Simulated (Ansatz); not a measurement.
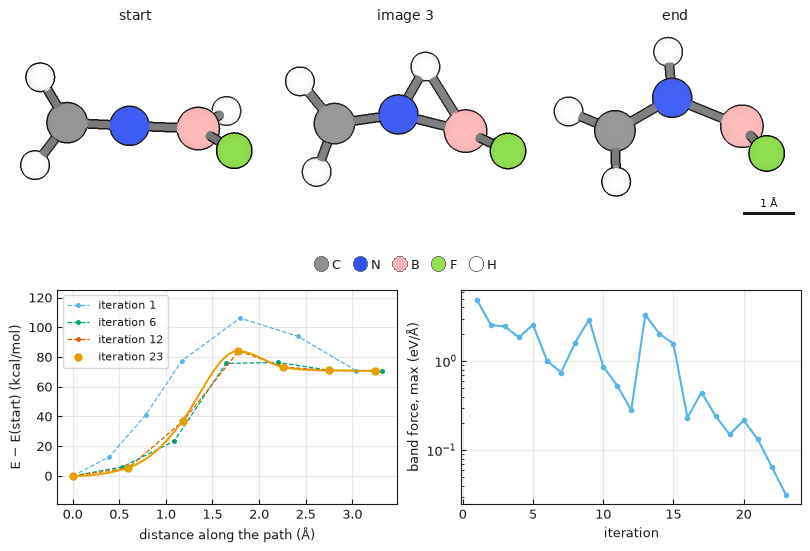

NEB run on CH3BFN. Images are numbered from 0 (start) to 6 (end). The plot follows the band through its iterations. Style: ball-and-stick. Shown from a free direction.

Computed with RKS B3LYP-D4/def2-SVP in Ansatz.

Input
```yaml
crystal:
  periodic: [false, false, false]
  atoms:
    - { symbol: C, position_ang: [-0.328345, 1.231818, -0.325978] }
    - { symbol: "N", position_ang: [-0.026571, 0.062982, -0.019682] }
    - { symbol: B, position_ang: [0.348872, -1.213327, 0.331876] }
    - { symbol: F, position_ang: [-0.487467, -2.242341, 0.139293] }
    - { symbol: H, position_ang: [-0.830189, 1.916156, 0.385819] }
    - { symbol: H, position_ang: [-0.113459, 1.65216, -1.327942] }
    - { symbol: H, position_ang: [1.43717, -1.407448, 0.816605] }
basis:
  gaussian: { orbitals: def2-SVP }
hamiltonian:
  xc: b3lyp
  dispersion: d4
neb:
  order_check: false
  images: 5
  f_tol: 0.05
  max_iterations: 60
  final_atoms:
    - { symbol: C, position_ang: [-0.20948254, 0.96793505, -0.11104047] }
    - { symbol: "N", position_ang: [0.23568933, -0.15338666, 0.43579638] }
    - { symbol: B, position_ang: [0.44592183, -1.49155205, -0.22460439] }
    - { symbol: F, position_ang: [-0.65501216, -2.14009087, -0.55920674] }
    - { symbol: H, position_ang: [0.14997457, 1.93962492, 0.23239063] }
    - { symbol: H, position_ang: [-0.80746456, 0.90602696, -1.02207568] }
    - { symbol: H, position_ang: [0.84038452, -0.02855735, 1.24873127] }
  initial_path:
    images:
      - { positions_ang: [[-0.328345, 1.231818, -0.325978], [-0.026571, 0.062982, -0.019682], [0.348872, -1.213327, 0.331876], [-0.487467, -2.242341, 0.139293], [-0.830189, 1.916156, 0.385819], [-0.113459, 1.65216, -1.327942], [1.43717, -1.407448, 0.816605]] }
      - { positions_ang: [[-0.28637779, 1.17886312, -0.30095863], [-0.01850296, 0.00181623, -0.01251618], [0.32864893, -1.27764971, 0.32193323], [-0.53356223, -2.28061041, 0.12475345], [-0.7616743, 1.86133612, 0.42035352], [-0.06548234, 1.6001078, -1.29445949], [1.33696168, -1.08386315, 0.7408851]] }
      - { positions_ang: [[-0.24441058, 1.12590824, -0.27593926], [-0.01043491, -0.05934955, -0.00535035], [0.30842587, -1.34197242, 0.31199046], [-0.57965745, -2.31887983, 0.11021389], [-0.6931596, 1.80651624, 0.45488805], [-0.01750568, 1.54805561, -1.26097698], [1.23675337, -0.76027831, 0.6651652]] }
      - { positions_ang: [[-0.20244337, 1.07295337, -0.25091989], [-0.00236687, -0.12051532, 0.00181547], [0.2882028, -1.40629513, 0.30204769], [-0.62575268, -2.35714924, 0.09567434], [-0.62464491, 1.75169637, 0.48942257], [0.03047097, 1.49600341, -1.22749447], [1.13654505, -0.43669346, 0.58944529]] }
      - { positions_ang: [[-0.20478976, 1.03794726, -0.20429342], [0.0769852, -0.13147244, 0.14647577], [0.34077581, -1.4347141, 0.126497], [-0.63550584, -2.28479645, -0.12261935], [-0.36643841, 1.81433922, 0.40374526], [-0.24884087, 1.2993446, -1.15902154], [1.03782487, -0.30064809, 0.80920729]] }
      - { positions_ang: [[-0.20713615, 1.00294115, -0.15766695], [0.15633727, -0.14242955, 0.29113608], [0.39334882, -1.46313307, -0.0490537], [-0.645259, -2.21244366, -0.34091304], [-0.10823192, 1.87698207, 0.31806794], [-0.52815271, 1.10268578, -1.09054861], [0.9391047, -0.16460272, 1.02896928]] }
      - { positions_ang: [[-0.20948254, 0.96793505, -0.11104047], [0.23568933, -0.15338666, 0.43579638], [0.44592183, -1.49155205, -0.22460439], [-0.65501216, -2.14009087, -0.55920674], [0.14997457, 1.93962492, 0.23239063], [-0.80746456, 0.90602696, -1.02207568], [0.84038452, -0.02855735, 1.24873127]] }
```

Launched with:
```bash
ansatz run input.yaml --threads 1 --pin off --max-ram 2048MiB --backend cpu --events-out ev --progress --plain --runs-dir out
```

Question: How did the profile develop, and is the result final?

Answer: The result is final at these settings. The band converged in 23 iterations. The largest component of the band force went from 4.9 to 0.032 eV/Å. The climbing image converged on the top of the path. Its vibrational analysis gives one imaginary mode (1291i cm⁻¹), as a transition state must have. The first iteration put the highest image at 106.2 kcal/mol. Forward barrier 84.1 kcal/mol, backward barrier 13.3 kcal/mol, with image 3 at the top; the reaction energy is +70.8 kcal/mol.
